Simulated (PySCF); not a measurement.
# One shape, several levels: GeSiH5Cl (SMILES Cl[SiH2][GeH3])

We compute a comparison of 6 runs (HF/def2-SVP, B3LYP/6-31G*, PBE/pcseg-1, PBE0/def2-SVP, wB97X/def2-SVP, B3LYP/cc-pVTZ) of GeSiH5Cl. Input form: a Python script.

Program for the calculation: PySCF 2.14.0.

**1. The molecule**

GeSiH5Cl has 8 atoms, charge 0, and is taken as a singlet. SMILES: `Cl[SiH2][GeH3]`. Geometry: relaxed at PBE0-D4/def2-TZVP.

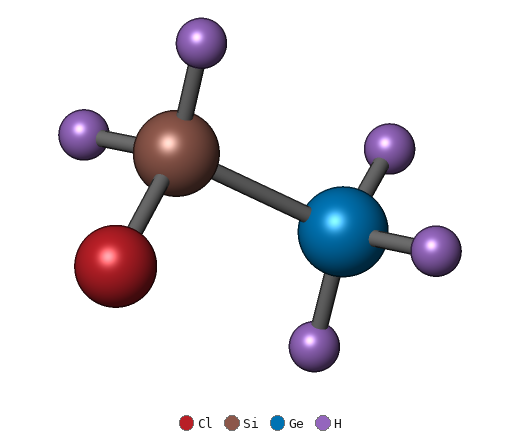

The structure, seen from a chosen angle (chlorine red, silicon brown, germanium blue, hydrogen purple).

**2. Energy and gradient at HF/def2-SVP (run 1)**

job.py reads:

```python
import pyscf.grad
from pyscf import gto

system = gto.M(
    atom='''
Cl      -2.290300       1.217200      -0.310600
Si      -0.414100       0.602600      -0.906900
Ge       0.581500      -0.662200       0.842700
H       -0.573600      -0.206400      -2.140800
H        0.380700       1.815700      -1.222200
H        0.711200       0.201700       2.106100
H        1.981500      -1.135500       0.415600
H       -0.284600      -1.890300       1.160200
''',
    verbose=3,
    basis='def2-svp',
    max_memory=1860,
    spin=0,
    charge=0,
)

mf = system.RHF()
mf.conv_tol = 1e-10
mf.kernel()
if not mf.converged:
    mf = mf.newton().run(mf.mo_coeff, mf.mo_occ)

etot = mf.e_tot
print(f'total energy: {etot:.8f} hartree')
grad = mf.Gradients().kernel()
mf.analyze()
```

The run is started by

```sh
$ OMP_NUM_THREADS=1 python job.py
```

Log:

```text
converged SCF energy = -2826.25174569264
[... 14 lines left out ...]
MO #5   energy= -46.2322639058918  occ= 2
[... 7 lines left out ...]
MO #13  energy= -6.17044102748315  occ= 2
[... 7 lines left out ...]
MO #21  energy= -1.6385221942084   occ= 2
[... 7 lines left out ...]
MO #29  energy= -0.529575329615225 occ= 2
[... 7 lines left out ...]
MO #37  energy= 0.156196006141585  occ= 0
[... 7 lines left out ...]
MO #45  energy= 0.424904711729688  occ= 0
[... 7 lines left out ...]
MO #53  energy= 0.648992460664282  occ= 0
[... 7 lines left out ...]
MO #61  energy= 0.963554865791142  occ= 0
[... 7 lines left out ...]
MO #69  energy= 1.20329417908124   occ= 0
[... 7 lines left out ...]
MO #77  energy= 1.76771884480544   occ= 0
[... 7 lines left out ...]
MO #85  energy= 2.18018931041445   occ= 0
[... 7 lines left out ...]
MO #93  energy= 3.08148146070173   occ= 0
[... 9 lines left out ...]
Dipole moment(X, Y, Z, Debye):  1.42844, -0.53480, -0.30711
```

Run time: 8.7 s. Hardware: 1 thread of Intel Xeon at 2.70GHz, shared host; peak memory 0.19 GiB.

**3. Energy and forces at B3LYP/6-31G(d) (spherical functions) (run 2)**

mol.xyz reads:

```xyz
8
ClGeH5Si
Cl    -2.290300     1.217200    -0.310600
Si    -0.414100     0.602600    -0.906900
Ge     0.581500    -0.662200     0.842700
H     -0.573600    -0.206400    -2.140800
H      0.380700     1.815700    -1.222200
H      0.711200     0.201700     2.106100
H      1.981500    -1.135500     0.415600
H     -0.284600    -1.890300     1.160200
```

job.py reads:

```python
import pyscf.grad
from pyscf import gto, dft

molecule = gto.M(
    atom='mol.xyz',
    basis='6-31g*',
    verbose=3,
    max_memory=1860,
)

mf = dft.RKS(molecule)
mf.xc = 'b3lyp'
mf.conv_tol = 1e-10
mf.grids.level = 5
mf.kernel()
if not mf.converged:
    mf = mf.newton().run(mf.mo_coeff, mf.mo_occ)

e_final = mf.e_tot
print(f'total energy: {e_final:.8f} hartree')
grad = mf.Gradients().kernel()
dip = mf.dip_moment()
pop, q = mf.mulliken_pop()
```

The run is started by

```sh
$ OMP_NUM_THREADS=1 python job.py
```

Log:

```text
converged SCF energy = -2829.49510864269
total energy: -2829.49510864 hartree
--------------- RKS gradients ---------------
         x                y                z
0 Cl     0.0094007411    -0.0034089979    -0.0022736606
1 Si    -0.0065813752     0.0013576290     0.0037752269
2 Ge    -0.0003643972     0.0001008592     0.0001257629
3 H    -0.0001479152     0.0000312429     0.0007428518
4 H    -0.0003301450    -0.0003535038     0.0005480190
5 H    -0.0004355352    -0.0012863156    -0.0025366871
6 H    -0.0028650578     0.0011401902     0.0004833069
7 H     0.0013276874     0.0024178353    -0.0008669639
----------------------------------------------
Dipole moment(X, Y, Z, Debye):  1.56098, -0.59527, -0.31189
 ** Mulliken pop  **
pop of  0 Cl 1s           1.99966
pop of  0 Cl 2s           1.99698
pop of  0 Cl 3s           1.40518
pop of  0 Cl 4s           0.55633
pop of  0 Cl 2px          1.98993
pop of  0 Cl 2py          1.99169
pop of  0 Cl 2pz          1.99170
pop of  0 Cl 3px          1.11355
pop of  0 Cl 3py          1.26468
pop of  0 Cl 3pz          1.26727
pop of  0 Cl 4px          0.42438
pop of  0 Cl 4py          0.61963
pop of  0 Cl 4pz          0.62094
pop of  0 Cl 3dxy         0.00427
pop of  0 Cl 3dyz         0.00071
pop of  0 Cl 3dz^2        0.00220
pop of  0 Cl 3dxz         0.00405
pop of  0 Cl 3dx2-y2      0.00527
pop of  1 Si 1s           1.99968
pop of  1 Si 2s           1.99622
pop of  1 Si 3s           1.04333
pop of  1 Si 4s           0.22566
pop of  1 Si 2px          1.98625
pop of  1 Si 2py          1.98792
pop of  1 Si 2pz          1.98776
pop of  1 Si 3px          0.53538
pop of  1 Si 3py          0.67355
pop of  1 Si 3pz          0.67350
pop of  1 Si 4px          0.03427
pop of  1 Si 4py          0.13807
pop of  1 Si 4pz          0.13584
pop of  1 Si 3dxy         0.04756
pop of  1 Si 3dyz         0.03959
pop of  1 Si 3dz^2        0.03021
pop of  1 Si 3dxz         0.02783
pop of  1 Si 3dx2-y2      0.02940
pop of  2 Ge 1s           1.99997
pop of  2 Ge 2s           1.99958
pop of  2 Ge 3s           1.99902
pop of  2 Ge 4s           1.31932
pop of  2 Ge 5s           0.08510
pop of  2 Ge 2px          1.99975
pop of  2 Ge 2py          1.99975
pop of  2 Ge 2pz          1.99974
pop of  2 Ge 3px          1.99635
pop of  2 Ge 3py          1.99634
pop of  2 Ge 3pz          1.99630
pop of  2 Ge 4px          0.77220
pop of  2 Ge 4py          0.77918
pop of  2 Ge 4pz          0.78429
pop of  2 Ge 5px          0.11445
pop of  2 Ge 5py          0.11319
pop of  2 Ge 5pz          0.10718
pop of  2 Ge 3dxy         1.36878
pop of  2 Ge 3dyz         1.36909
pop of  2 Ge 3dz^2        1.36814
pop of  2 Ge 3dxz         1.36807
pop of  2 Ge 3dx2-y2      1.36815
pop of  2 Ge 4dxy         0.58683
pop of  2 Ge 4dyz         0.58658
pop of  2 Ge 4dz^2        0.58722
pop of  2 Ge 4dxz         0.58742
pop of  2 Ge 4dx2-y2      0.58735
pop of  2 Ge 5dxy         0.07699
pop of  2 Ge 5dyz         0.07974
pop of  2 Ge 5dz^2        0.06719
pop of  2 Ge 5dxz         0.06014
pop of  2 Ge 5dx2-y2      0.06494
pop of  3 H 1s            0.50983
pop of  3 H 2s            0.54181
pop of  4 H 1s            0.50981
pop of  4 H 2s            0.54185
pop of  5 H 1s            0.48418
pop of  5 H 2s            0.46521
pop of  6 H 1s            0.48387
pop of  6 H 2s            0.47537
pop of  7 H 1s            0.48418
pop of  7 H 2s            0.46514
 ** Mulliken atomic charges  **
charge of    0Cl =     -0.25841
charge of    1Si =      0.40799
charge of    2Ge =     -0.18833
charge of    3H =     -0.05165
charge of    4H =     -0.05166
charge of    5H =      0.05062
charge of    6H =      0.04076
charge of    7H =      0.05068
```

It took 37 s on 1 thread of Intel Xeon at 2.70GHz, shared host; peak memory 0.77 GiB.

Runs 3 to 5 aren't shown in full; the table further down has their settings and results.

**4. Energy and gradient at B3LYP/cc-pVTZ (run 6)**

job.py reads:

```python
# Cl[SiH2][GeH3]
import pyscf.grad
from pyscf import gto, dft

system = gto.M(
    atom='''
Cl  -2.290300   1.217200  -0.310600
Si  -0.414100   0.602600  -0.906900
Ge   0.581500  -0.662200   0.842700
H   -0.573600  -0.206400  -2.140800
H    0.380700   1.815700  -1.222200
H    0.711200   0.201700   2.106100
H    1.981500  -1.135500   0.415600
H   -0.284600  -1.890300   1.160200
''',
    max_memory=1860,
    verbose=4,
    basis='cc-pvtz',
)

mf = dft.RKS(system, xc='b3lyp')
mf.conv_tol = 1e-10
mf.grids.level = 5
mf.kernel()
if not mf.converged:
    mf = mf.newton().run(mf.mo_coeff, mf.mo_occ)

energy = mf.e_tot
print('Final energy', energy)
grad = mf.Gradients().kernel()
mf.analyze()
```

The run is started by

```sh
$ OMP_NUM_THREADS=1 python job.py
```

Log:

```text
PySCF version 2.14.0

[... 101 lines left out ...]
MO #5   energy= -44.3151133672226  occ= 2
[... 15 lines left out ...]
MO #21  energy= -1.2169329704743   occ= 2
[... 15 lines left out ...]
MO #37  energy= 0.00670245315835013 occ= 0
[... 15 lines left out ...]
MO #53  energy= 0.29279258872726   occ= 0
[... 15 lines left out ...]
MO #69  energy= 0.610504853997353  occ= 0
[... 15 lines left out ...]
MO #85  energy= 1.02069731363988   occ= 0
[... 15 lines left out ...]
MO #101 energy= 1.35211630150243   occ= 0
[... 15 lines left out ...]
MO #117 energy= 1.93582977445975   occ= 0
[... 15 lines left out ...]
MO #133 energy= 2.54326669038426   occ= 0
[... 15 lines left out ...]
MO #149 energy= 3.40752777809784   occ= 0
[... 15 lines left out ...]
MO #165 energy= 3.90515404888903   occ= 0
[... 15 lines left out ...]
MO #181 energy= 5.14747135430421   occ= 0
[... 153 lines left out ...]
pop of  5 H 3dxz          0.00001
pop of  5 H 3dx2-y2       0.00003
pop of  6 H 1s            1.04118
pop of  6 H 2s            0.00232
pop of  6 H 3s            0.00046
pop of  6 H 2px           0.00228
pop of  6 H 2py           0.00032
pop of  6 H 2pz           0.00020
pop of  6 H 3px           0.00007
pop of  6 H 3py           0.00006
pop of  6 H 3pz           0.00006
pop of  6 H 3dxy          0.00008
pop of  6 H 3dyz          0.00001
pop of  6 H 3dz^2         0.00005
pop of  6 H 3dxz          0.00006
pop of  6 H 3dx2-y2       0.00012
pop of  7 H 1s            1.03587
pop of  7 H 2s            0.00253
pop of  7 H 3s            0.00038
pop of  7 H 2px           0.00088
pop of  7 H 2py           0.00175
pop of  7 H 2pz           0.00018
pop of  7 H 3px           0.00008
pop of  7 H 3py           0.00007
pop of  7 H 3pz           0.00007
pop of  7 H 3dxy          0.00017
pop of  7 H 3dyz          0.00003
pop of  7 H 3dz^2         0.00005
pop of  7 H 3dxz          0.00002
pop of  7 H 3dx2-y2       0.00003
 ** Mulliken atomic charges  **
charge of    0Cl =     -0.30253
charge of    1Si =      0.49313
charge of    2Ge =      0.11815
charge of    3H =     -0.08862
charge of    4H =     -0.08860
charge of    5H =     -0.04214
charge of    6H =     -0.04728
charge of    7H =     -0.04211
Dipole moment(X, Y, Z, Debye):  1.20052, -0.46105, -0.23281
```

Wall time 2.7 min (1 thread of Intel Xeon at 2.70GHz, shared host); peak memory 2.5 GiB.

**5. All runs side by side**

```tsv
run	level	integration grid	energy (Eh)	dipole moment (D)	HOMO energy (eV)	LUMO energy (eV)	wall time
1	HF/def2-SVP	–	-2826.251746	1.56	-10.83	3.21	8.7 s
2	B3LYP/6-31G* (spherical functions)	5	-2829.495109	1.70	-7.87	-0.49	37 s
3	PBE/pcseg-1	5	-2828.822480	1.59	-7.07	-1.32	46 s
4	PBE0/def2-SVP	5	-2828.701563	1.36	-8.09	-0.19	36 s
5	wB97X/def2-SVP	5	-2829.279635	1.43	-10.33	1.92	59 s
6	B3LYP/cc-pVTZ	5	-2829.901176	1.31	-7.94	-0.59	2.7 min
```

**6. Outcome**

| quantity | value |
| --- | --- |
| run 6: total energy | -2829.90118 Eh |
| run 6: dipole moment | 1.31 D |
| run 6: HOMO energy | -7.94 eV |
| run 6: LUMO energy | -0.59 eV |
| run 6: HOMO–LUMO gap | 7.35 eV |
| run 6: largest force on an atom | 0.454 eV/Å |

**Reading.** The dipole moment (its size) runs from 1.31 D (B3LYP/cc-pVTZ) to 1.70 D (B3LYP/6-31G*). The HOMO–LUMO gap runs from 5.75 eV (PBE/pcseg-1) to 14.04 eV (HF/def2-SVP). The two ends differ in method and basis. Totals of different functionals can't be ranked against each other. All runs together took 5.8 min, the longest 2.7 min.
